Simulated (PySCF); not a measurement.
# C₄H₁₁NSi: runs on many settings, part 2 of 2

PySCF 2.14.0. Atoms count from 0. Earlier steps stand in the parts before.

**4. Nuclear shieldings: CAM-B3LYP/pcseg-1**

Job settings and geometry (Å):

```
{"job": {"kind": "nmr", "xc": "CAM-B3LYP", "basis": "pcseg-1", "pop": true}, "charge": 0, "multiplicity": 1}
C      2.577388    -0.282603     0.154686
N      1.492588     0.284040     0.392114
Si    -0.053537     0.342585    -0.372314
C     -0.370811     2.190514    -0.657095
C     -1.244287    -0.362103     0.936303
C     -0.959753    -1.816244     1.289890
H      3.410278    -0.149375     0.842258
H      2.775030    -0.920706    -0.711741
H     -0.212293    -0.399915    -1.638493
H     -1.393750     2.361893    -0.974739
H      0.285554     2.589096    -1.423126
H     -0.203253     2.761085     0.250334
H     -2.269532    -0.278620     0.573573
H     -1.184657     0.241320     1.842611
H     -1.659447    -2.179982     2.041390
H     -1.045188    -2.449754     0.409570
H      0.048674    -1.919200     1.684329
```

Method: GIAO CAM-B3LYP/pcseg-1 NMR shielding, non-relativistic, gas phase.

The log of the run:

```text
coarse grid: 13856 points
cycle   1  E = -503.0228732090  dE =  5.017e-01  |g| = 4.821e-01  |ddm| = 3.851e+00
cycle   2  E = -502.9991042073  dE =  2.377e-02  |g| = 6.112e-01  |ddm| = 9.847e-01
cycle   3  E = -503.0814283288  dE = -8.232e-02  |g| = 7.517e-02  |ddm| = 5.724e-01
cycle   4  E = -503.0825916777  dE = -1.163e-03  |g| = 3.342e-02  |ddm| = 8.528e-02
cycle   5  E = -503.0828595671  dE = -2.679e-04  |g| = 3.797e-03  |ddm| = 3.267e-02
cycle   6  E = -503.0828634860  dE = -3.919e-06  |g| = 1.515e-03  |ddm| = 6.674e-03
final grid: 126848 points
cycle   7  E = -503.1280202696  dE = -2.495e-05  |g| = 3.791e-03  |ddm| = 1.419e-02
cycle   8  E = -503.1280211215  dE = -8.520e-07  |g| = 3.434e-03  |ddm| = 6.866e-03
cycle   9  E = -503.1280241589  dE = -3.037e-06  |g| = 2.590e-04  |ddm| = 3.020e-03
cycle  10  E = -503.1280241703  dE = -1.141e-08  |g| = 1.616e-04  |ddm| = 3.473e-04
cycle  11  E = -503.1280241755  dE = -5.248e-09  |g| = 5.209e-05  |ddm| = 1.416e-04
cycle  12  E = -503.1280241762  dE = -6.546e-10  |g| = 7.861e-06  |ddm| = 6.774e-05
converged SCF energy = -503.1280241762

GIAO shielding tensors (ppm)
atom      isotropic    diamagn.    paramagn.     s11        s22        s33       span
  0 C       27.450     253.659    -226.208    -64.820      7.327    139.843    204.663
  1 N     -149.161     328.929    -478.089   -554.360   -169.551    276.429    830.789
  2 Si     351.625     883.168    -531.543    325.783    352.501    376.591     50.808
  3 C      196.324     250.988     -54.663    188.890    198.548    201.535     12.644
  4 C      183.967     251.334     -67.367    177.510    185.765    188.627     11.118
  5 C      185.501     245.645     -60.144    178.061    182.376    196.064     18.003
  6 H       23.295      28.628      -5.334     21.917     22.944     25.023      3.106
  7 H       23.196      31.069      -7.873     21.114     22.362     26.113      4.998
  8 H       27.136      32.036      -4.900     24.237     25.479     31.691      7.453
  9 H       31.880      30.687       1.193     27.503     29.498     38.639     11.135
 10 H       31.666      30.190       1.476     27.228     28.725     39.045     11.817
 11 H       31.265      30.901       0.364     26.888     29.052     37.855     10.967
 12 H       31.326      32.099      -0.772     26.327     30.501     37.151     10.824
 13 H       30.868      32.402      -1.534     25.921     30.146     36.538     10.617
 14 H       30.572      28.112       2.460     25.408     28.203     38.104     12.696
 15 H       31.115      30.552       0.563     26.758     29.249     37.339     10.581
 16 H       31.100      30.972       0.127     26.007     30.475     36.817     10.811
```

Wall time 50 s (1 thread, shared host).

This run: δ C0 168.2, C4 11.7, C5 10.2, C3 -0.6, H7 8.71, H6 8.61 ppm.

**5. Excited states and response: LDA/def2-SVPD**

Settings changed since step 4:

```diff
@@ -1,2 +1,2 @@
-{"job": {"kind": "nmr", "xc": "CAM-B3LYP", "basis": "pcseg-1", "pop": true}, "charge": 0, "multiplicity": 1}
+{"job": {"kind": "uv", "xc": "LDA", "basis": "def2-SVPD", "nstates": 3, "ntriplets": 5, "tda": false}, "charge": 0, "multiplicity": 1}
 C      2.577388    -0.282603     0.154686
```

With the program's defaults for keys left out, this is: TDDFT LDA/def2-SVPD, vertical, gas phase, core orbitals frozen in the response.

The log of the run:

```text
coarse grid: 13856 points
cycle   1  E = -499.6973964110  dE =  2.615e-01  |g| = 7.576e-01  |ddm| = 6.057e+00
cycle   2  E = -499.2508618445  dE =  4.465e-01  |g| = 1.490e+00  |ddm| = 3.552e+00
cycle   3  E = -499.8210482030  dE = -5.702e-01  |g| = 3.634e-01  |ddm| = 2.861e+00
cycle   4  E = -499.8521307201  dE = -3.108e-02  |g| = 5.747e-02  |ddm| = 5.344e-01
cycle   5  E = -499.8528038963  dE = -6.732e-04  |g| = 2.424e-02  |ddm| = 1.545e-01
cycle   6  E = -499.8529586686  dE = -1.548e-04  |g| = 7.551e-03  |ddm| = 5.325e-02
cycle   7  E = -499.8529743048  dE = -1.564e-05  |g| = 1.314e-03  |ddm| = 1.379e-02
cycle   8  E = -499.8529748348  dE = -5.300e-07  |g| = 2.655e-04  |ddm| = 2.730e-03
final grid: 126848 points
cycle   9  E = -499.9444936472  dE = -5.088e-05  |g| = 4.687e-03  |ddm| = 1.099e-01
cycle  10  E = -499.9444823327  dE =  1.131e-05  |g| = 8.127e-03  |ddm| = 1.699e-02
cycle  11  E = -499.9444984027  dE = -1.607e-05  |g| = 2.133e-03  |ddm| = 1.326e-02
cycle  12  E = -499.9444994274  dE = -1.025e-06  |g| = 3.535e-04  |ddm| = 3.084e-03
cycle  13  E = -499.9444994558  dE = -2.836e-08  |g| = 1.243e-04  |ddm| = 7.689e-04
cycle  14  E = -499.9444994599  dE = -4.117e-09  |g| = 2.924e-05  |ddm| = 2.615e-04
cycle  15  E = -499.9444994601  dE = -2.257e-10  |g| = 8.977e-06  |ddm| = 6.095e-05
converged SCF energy = -499.9444994601

Static polarisability (au): isotropic 90.103, principal 76.912 90.300 103.097

Singlet excitations
state   eV       nm        f      main configurations
  1   3.7012    335.0   0.00087   H->L 1.00
  2   5.0361    246.2   0.05105   H-1->L 0.93
  3   5.5747    222.4   0.00729   H-2->L 0.71, H->L+1 0.25

Triplet excitations (Tamm-Dancoff, eV): 3.1932 4.6284 5.3227 5.4452 5.6811
```

It took 61 s on 1 thread, shared host.

In short: HOMO -5.54 eV, LUMO -2.10 eV; lowest singlet 3.70 eV.

**6. Nuclear shieldings: PBE0/def2-SVPD**

Settings changed since step 5:

```diff
@@ -1,2 +1,2 @@
-{"job": {"kind": "uv", "xc": "LDA", "basis": "def2-SVPD", "nstates": 3, "ntriplets": 5, "tda": false}, "charge": 0, "multiplicity": 1}
+{"job": {"kind": "nmr", "xc": "PBE0", "basis": "def2-SVPD", "pop": true}, "charge": 0, "multiplicity": 1}
 C      2.577388    -0.282603     0.154686
```

Method: GIAO PBE0/def2-SVPD NMR shielding, non-relativistic, gas phase.

The log of the run:

```text
coarse grid: 13856 points
cycle   1  E = -502.5391953737  dE =  3.329e-01  |g| = 5.414e-01  |ddm| = 5.632e+00
cycle   2  E = -502.4450506577  dE =  9.414e-02  |g| = 8.297e-01  |ddm| = 2.217e+00
cycle   3  E = -502.6104991017  dE = -1.654e-01  |g| = 1.481e-01  |ddm| = 1.576e+00
cycle   4  E = -502.6154867022  dE = -4.988e-03  |g| = 2.995e-02  |ddm| = 2.495e-01
cycle   5  E = -502.6156918612  dE = -2.052e-04  |g| = 6.532e-03  |ddm| = 5.641e-02
cycle   6  E = -502.6157023229  dE = -1.046e-05  |g| = 2.125e-03  |ddm| = 1.460e-02
cycle   7  E = -502.6157035000  dE = -1.177e-06  |g| = 3.205e-04  |ddm| = 3.742e-03
final grid: 126848 points
cycle   8  E = -502.6792207796  dE = -3.049e-05  |g| = 8.010e-03  |ddm| = 8.799e-02
cycle   9  E = -502.6792141144  dE =  6.665e-06  |g| = 9.594e-03  |ddm| = 2.713e-02
cycle  10  E = -502.6792370773  dE = -2.296e-05  |g| = 1.640e-03  |ddm| = 1.606e-02
cycle  11  E = -502.6792376832  dE = -6.059e-07  |g| = 2.207e-04  |ddm| = 2.682e-03
cycle  12  E = -502.6792376934  dE = -1.025e-08  |g| = 6.803e-05  |ddm| = 5.114e-04
cycle  13  E = -502.6792376946  dE = -1.193e-09  |g| = 1.956e-05  |ddm| = 1.504e-04
cycle  14  E = -502.6792376947  dE = -9.777e-11  |g| = 4.187e-06  |ddm| = 3.566e-05
converged SCF energy = -502.6792376947

GIAO shielding tensors (ppm)
atom      isotropic    diamagn.    paramagn.     s11        s22        s33       span
  0 C       32.611     251.656    -219.045    -54.012     12.499    139.346    193.359
  1 N     -127.233     285.415    -412.648   -504.588   -152.694    275.582    780.170
  2 Si     425.246     889.015    -463.768    405.425    425.143    445.171     39.746
  3 C      195.183     245.530     -50.347    189.824    196.692    199.033      9.209
  4 C      184.290     257.913     -73.623    178.425    186.656    187.790      9.365
  5 C      186.620     257.584     -70.963    180.857    184.838    194.167     13.310
  6 H       23.002      30.463      -7.461     21.982     22.496     24.528      2.546
  7 H       22.838      35.458     -12.619     20.651     22.176     25.689      5.038
  8 H       26.584      34.622      -8.038     23.734     24.946     31.073      7.338
  9 H       31.902      29.420       2.482     27.752     29.592     38.363     10.611
 10 H       31.727      28.106       3.621     27.663     28.725     38.793     11.130
 11 H       31.387      29.592       1.795     27.329     29.234     37.600     10.271
 12 H       31.181      34.876      -3.695     26.182     30.480     36.882     10.700
 13 H       30.854      33.536      -2.682     25.981     30.198     36.384     10.403
 14 H       30.585      22.556       8.029     25.531     28.175     38.049     12.518
 15 H       31.095      32.508      -1.413     26.774     29.116     37.396     10.622
 16 H       31.087      33.394      -2.307     26.065     30.403     36.794     10.730
```

It took 74 s on 1 thread, shared host.

This run: δ C0 161.5, C4 9.9, C5 7.5, C3 -1.0, H7 9.04, H6 8.87 ppm.

**7. Comparing the runs: NMR shifts**

Shifts (ppm) of some atoms, chosen among heavy atoms and hydrogens apart, with basis size and wall time:

```csv
run,C0,C4,C5,H7,H8,N1,Si2,functions,time
PBE0/pcSseg-1,171.2,11.0,9.5,8.80,4.97,433.4,-12.6,164,58 s
CAM-B3LYP/pcseg-1,168.2,11.7,10.2,8.71,4.77,421.6,-9.4,143,50 s
PBE0/def2-SVPD,161.5,9.9,7.5,9.04,5.29,396.4,-40.6,212,74 s
```

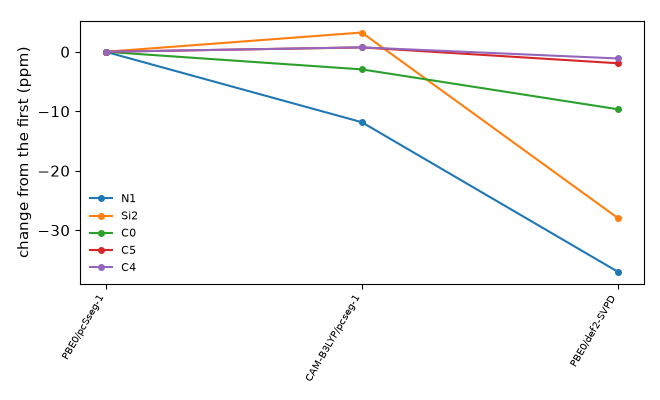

How five of the tabulated atoms move from run to run.

**8. Comparing the runs: electronic excitations**

Excitations and ground-state properties, with basis size and wall time:

```csv
run,lowest singlet (eV),brightest (eV),f,gap (eV),α (Å³),μ (D),functions,time
PBE0/def2-SVPD,4.00,6.99,0.097,6.09,12.51,0.75,212,73 s
LDA/def2-SVPD,3.70,5.04,0.051,3.43,13.35,0.60,212,61 s
```

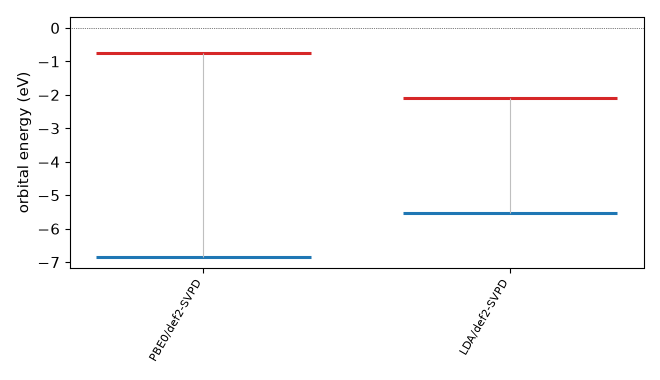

HOMO (blue) and LUMO (red) run by run.

**9. What came out**

The summary covers parts 1 to 2.

```
                                                              quantity                                         value
                                13C shifts against TMS (PBE0/pcSseg-1)                    171.2, 11.0, 9.5, -1.3 ppm
1H shifts against TMS (PBE0/pcSseg-1, means over atoms taken as alike)  8.80, 8.68, 4.97, 1.00, 0.94, 0.55, 0.23 ppm
                                15N shifts against NH3 (PBE0/pcSseg-1)                                     433.4 ppm
                               29Si shifts against TMS (PBE0/pcSseg-1)                                     -12.6 ppm
                                       lowest singlet (PBE0/def2-SVPD)                   4.00 eV (310 nm), f = 0.000
                              brightest single state of those computed                   state 6, 6.99 eV, f = 0.097
                                                        lowest triplet                                       3.35 eV
                                              range of the shift of N1                            396.4 to 433.4 ppm
                                           range of the lowest singlet                               3.70 to 4.00 eV
```

**Reading.** Single values in the summary come from the first run of each kind that ended normally (PBE0/pcSseg-1; PBE0/def2-SVPD), which need not be the best level. At PBE0/pcSseg-1: The widest tensor belongs to N1: span 849 ppm, with a paramagnetic part of -498 ppm. The lowest singlet, at 4.00 eV, is HOMO→LUMO 0.99 and is dark; of the 6 states computed, the strongest absorption comes from state 6 at 6.99 eV (the last computed, so partners may be missing). The lowest triplet lies 0.65 eV below the lowest singlet (triplets in Tamm-Dancoff, singlets in full TDDFT). States above −ε(HOMO) lie where TDDFT describes them poorly and they hang on the basis; the brightest is among them. Across the 3 runs the shift of N1 moves most, between 396.4 (PBE0/def2-SVPD) and 433.4 ppm (PBE0/pcSseg-1). The lowest singlet runs from 3.70 eV (LDA/def2-SVPD) to 4.00 eV (PBE0/def2-SVPD), while the orbital gap spans 3.43 to 6.09 eV: the excitation energy moves far less from run to run than the orbital gap does. The lowest state need not be the same one in every run. The runs solved for a few states only, so the brightest column depends on that window.
